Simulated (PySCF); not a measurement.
## What a change does: NMR shielding calculation on C₈H₁₀N₂Si

System: C₈H₁₀N₂Si, SMILES [SiH3]Cc1cn2ccccc2n1.
Method of the first run: GIAO PBE0/pcSseg-1 NMR shielding, non-relativistic, gas phase (PySCF 2.14.0).

The geometry comes from this level: PBE0-D3(BJ)/def2-SVP. Text and figures count atoms from 1; the logs count them from 0 in places.

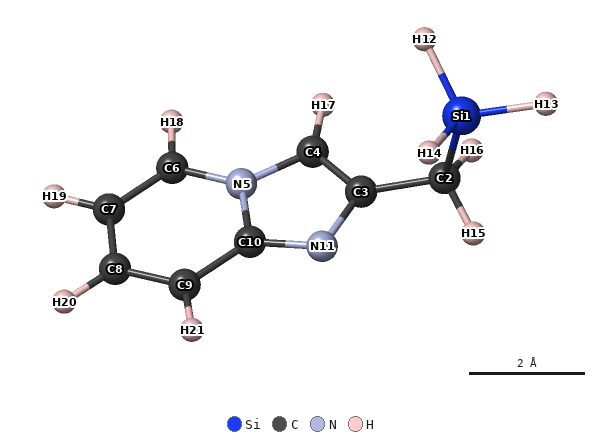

**Figure 1.** The structure as given in the input (ball-and-stick view, seen at a tilt; atoms are numbered from 1 in the order of the input).

**Input file, the first run**
```
{"job": {"kind": "nmr", "xc": "PBE0", "basis": "pcSseg-1"}, "charge": 0, "multiplicity": 1}
Si     3.604809     0.513273     0.892209
C      2.611208    -0.580141    -0.295831
C      1.151549    -0.298059    -0.218302
C      0.404751     0.536706    -1.037133
N     -0.872097     0.500840    -0.536138
C     -2.019650     1.118236    -0.944190
C     -3.179806     0.903778    -0.254754
C     -3.192728     0.043975     0.876351
C     -2.038291    -0.577590     1.284341
C     -0.838265    -0.355610     0.573392
N      0.381733    -0.832099     0.764516
H      3.404788     1.951878     0.534014
H      5.063776     0.194858     0.781559
H      3.164697     0.296751     2.300907
H      2.791865    -1.631286    -0.020835
H      2.993888    -0.427966    -1.317025
H      0.668499     1.129363    -1.908841
H     -1.942136     1.764753    -1.819312
H     -4.091533     1.401564    -0.586789
H     -4.125854    -0.119641     1.418744
H     -2.002833    -1.245242     2.145837
```

The first line tells a small driver script what to run in PySCF; the rest is the geometry in Å.

Launched with:
```bash
OMP_NUM_THREADS=1 python <driver script> task.json out
```

Hardware: 1 CPU thread, shared host.

**Output (the first run)**
```
coarse grid: 18640 points
cycle   1  E = -709.0545949845  dE =  1.975e+00  |g| = 5.265e-01  |ddm| = 4.504e+00
cycle   2  E = -708.9438553388  dE =  1.107e-01  |g| = 8.836e-01  |ddm| = 1.533e+00
cycle   3  E = -709.1211913002  dE = -1.773e-01  |g| = 1.464e-01  |ddm| = 1.032e+00
cycle   4  E = -709.1258887013  dE = -4.697e-03  |g| = 4.758e-02  |ddm| = 1.654e-01
cycle   5  E = -709.1263811604  dE = -4.925e-04  |g| = 1.858e-02  |ddm| = 6.625e-02
cycle   6  E = -709.1264692424  dE = -8.808e-05  |g| = 4.865e-03  |ddm| = 2.371e-02
cycle   7  E = -709.1264747876  dE = -5.545e-06  |g| = 1.532e-03  |ddm| = 5.196e-03
final grid: 177296 points
cycle   8  E = -709.1882157844  dE = -4.338e-05  |g| = 7.456e-03  |ddm| = 4.570e-02
cycle   9  E = -709.1882108182  dE =  4.966e-06  |g| = 8.844e-03  |ddm| = 1.686e-02
cycle  10  E = -709.1882295547  dE = -1.874e-05  |g| = 1.739e-03  |ddm| = 9.446e-03
cycle  11  E = -709.1882303283  dE = -7.736e-07  |g| = 3.419e-04  |ddm| = 1.850e-03
cycle  12  E = -709.1882303557  dE = -2.747e-08  |g| = 1.310e-04  |ddm| = 3.973e-04
cycle  13  E = -709.1882303592  dE = -3.450e-09  |g| = 3.365e-05  |ddm| = 1.184e-04
cycle  14  E = -709.1882303594  dE = -2.033e-10  |g| = 1.771e-05  |ddm| = 4.300e-05
converged SCF energy = -709.1882303594

GIAO shielding tensors (ppm)
atom      isotropic    diamagn.    paramagn.     s11        s22        s33       span
  0 Si     411.483     877.939    -466.456    374.816    395.935    463.699     88.883
  1 C      171.331     249.156     -77.825    158.016    161.685    194.292     36.276
  2 C       32.059     265.378    -233.319    -40.849     13.999    123.027    163.875
  3 C       73.724     255.512    -181.788      9.227     87.156    124.788    115.561
  4 N       28.272     338.837    -310.564    -57.403    -39.893    182.114    239.517
  5 C       56.133     248.324    -192.192    -31.002     57.106    142.294    173.296
  6 C       67.960     257.837    -189.877    -36.521     65.203    175.197    211.718
  7 C       57.285     252.535    -195.250    -48.999     45.899    174.956    223.955
  8 C       60.807     251.872    -191.065    -35.810     52.771    165.459    201.269
  9 C       35.999     254.395    -218.396    -38.061     31.312    114.745    152.807
 10 N      -18.782     336.001    -354.783   -210.759    -62.753    217.167    427.926
 11 H       27.531      28.148      -0.618     23.825     26.707     32.059      8.235
 12 H       27.136      26.641       0.496     24.209     24.309     32.891      8.682
 13 H       27.135      27.944      -0.809     23.062     26.595     31.748      8.687
 14 H       28.683      29.324      -0.642     24.095     27.262     34.691     10.595
 15 H       29.122      29.573      -0.451     23.976     28.429     34.961     10.985
 16 H       23.968      34.987     -11.019     19.552     24.562     27.789      8.237
 17 H       23.236      30.281      -7.045     17.346     24.708     27.654     10.308
 18 H       24.511      28.512      -4.002     20.841     25.914     26.777      5.936
 19 H       24.122      28.355      -4.233     20.395     25.214     26.757      6.363
 20 H       23.674      30.410      -6.736     19.155     24.369     27.497      8.341
```

For the second run the input was changed thus:
```diff
-"xc": "PBE0"
-"basis": "pcSseg-1"
+"xc": "WP04"
+"basis": "pcSseg-2"
+"pop": false
```

What does this change do to the results?

The total energies belong to different models, so their difference says nothing on which is more stable or more accurate. The HOMO goes from −6.16 to −7.25 eV. The LUMO goes from −1.06 to −3.08 eV. The dipole moment goes from 3.18 to 3.07 D. Of all shieldings, the largest change is that of Si1, by −27.6 ppm. The functional changes from PBE0 to WP04. The SCF takes 16 iterations against 14. The basis functions go from 244 to 543.

**Output (the second run)**
```
coarse grid: 18640 points
cycle   1  E = -723.1695744303  dE =  1.658e+00  |g| = 7.998e-01  |ddm| = 3.512e+00
cycle   2  E = -722.9273435684  dE =  2.422e-01  |g| = 1.256e+00  |ddm| = 3.054e+00
cycle   3  E = -723.2903641117  dE = -3.630e-01  |g| = 3.891e-01  |ddm| = 2.468e+00
cycle   4  E = -723.3258340495  dE = -3.547e-02  |g| = 8.778e-02  |ddm| = 3.566e-01
cycle   5  E = -723.3273596682  dE = -1.526e-03  |g| = 3.968e-02  |ddm| = 9.531e-02
cycle   6  E = -723.3276947451  dE = -3.351e-04  |g| = 1.417e-02  |ddm| = 4.066e-02
cycle   7  E = -723.3277428702  dE = -4.813e-05  |g| = 4.441e-03  |ddm| = 1.327e-02
cycle   8  E = -723.3277473752  dE = -4.505e-06  |g| = 7.989e-04  |ddm| = 3.516e-03
final grid: 177296 points
cycle   9  E = -723.3566491659  dE = -2.182e-04  |g| = 8.599e-03  |ddm| = 1.307e-01
cycle  10  E = -723.3566417029  dE =  7.463e-06  |g| = 9.959e-03  |ddm| = 1.869e-02
cycle  11  E = -723.3566666397  dE = -2.494e-05  |g| = 2.129e-03  |ddm| = 9.576e-03
cycle  12  E = -723.3566674715  dE = -8.318e-07  |g| = 1.058e-03  |ddm| = 2.651e-03
cycle  13  E = -723.3566677411  dE = -2.697e-07  |g| = 3.638e-04  |ddm| = 1.299e-03
cycle  14  E = -723.3566677723  dE = -3.113e-08  |g| = 9.931e-05  |ddm| = 3.908e-04
cycle  15  E = -723.3566677743  dE = -2.044e-09  |g| = 4.034e-05  |ddm| = 1.201e-04
cycle  16  E = -723.3566677747  dE = -4.031e-10  |g| = 8.801e-06  |ddm| = 3.325e-05
converged SCF energy = -723.3566677747

GIAO shielding tensors (ppm)
atom      isotropic    diamagn.    paramagn.     s11        s22        s33       span
  0 Si     383.835     878.863    -495.028    351.178    371.273    429.055     77.877
  1 C      155.851     248.322     -92.471    143.777    146.034    177.742     33.966
  2 C       12.542     260.758    -248.216    -62.589     -7.155    107.370    169.958
  3 C       57.038     264.757    -207.719    -11.880     71.028    111.967    123.846
  4 N       10.509     326.666    -316.157    -75.551    -58.037    165.114    240.665
  5 C       39.994     256.618    -216.624    -49.898     42.061    127.818    177.717
  6 C       51.880     254.270    -202.390    -55.463     49.565    161.538    217.001
  7 C       41.842     253.076    -211.235    -66.845     31.047    161.323    228.169
  8 C       45.829     256.922    -211.092    -52.604     37.957    152.135    204.740
  9 C       16.470     260.183    -243.713    -60.971     11.766     98.615    159.586
 10 N      -37.349     327.627    -364.976   -229.378    -84.265    201.596    430.973
 11 H       28.417      30.111      -1.693     25.119     27.611     32.522      7.403
 12 H       27.977      26.967       1.010     25.333     25.406     33.192      7.859
 13 H       28.067      29.858      -1.790     24.439     27.559     32.205      7.766
 14 H       29.091      31.128      -2.037     25.025     27.941     34.306      9.281
 15 H       29.444      30.889      -1.444     24.757     29.154     34.422      9.666
 16 H       24.452      36.184     -11.732     20.361     24.401     28.592      8.230
 17 H       23.811      31.818      -8.007     18.322     24.585     28.527     10.205
 18 H       25.018      27.100      -2.082     21.546     25.686     27.823      6.277
 19 H       24.685      27.090      -2.405     21.170     25.139     27.745      6.575
 20 H       24.225      32.263      -8.039     20.030     24.281     28.362      8.332
```

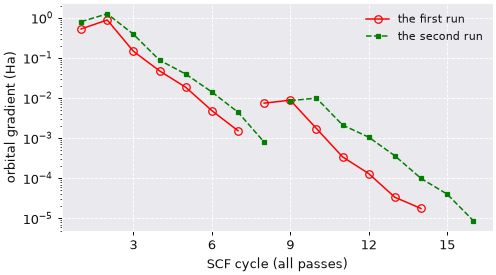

**Figure 2.** Convergence of the two runs: orbital gradient against the SCF cycle. A break in a curve parts two SCF passes (coarse and final grid). The first run takes 14 cycles in all, and the second run takes 16.

**The two runs side by side**

| quantity | the first run | the second run |
| --- | --- | --- |
| outcome | converged | converged |
| total energy (hartree) | −709.188230 | −723.356668 |
| HOMO (eV) | −6.16 | −7.25 |
| LUMO (eV) | −1.06 | −3.08 |
| dipole moment (D) | 3.18 | 3.07 |
| shielding of Si1 (ppm) | 411.5 | 383.8 |
| shielding of C3 (ppm) | 32.1 | 12.5 |
| shielding of C4 (ppm) | 73.7 | 57.0 |
| shielding of N5 (ppm) | 28.3 | 10.5 |
| shielding of C6 (ppm) | 56.1 | 40.0 |
| shielding of C10 (ppm) | 36.0 | 16.5 |
| shielding of N11 (ppm) | −18.8 | −37.3 |
| SCF iterations | 14 | 16 |
| basis functions | 244 | 543 |
| wall time (shared host) | 60 s | 4.6 min |
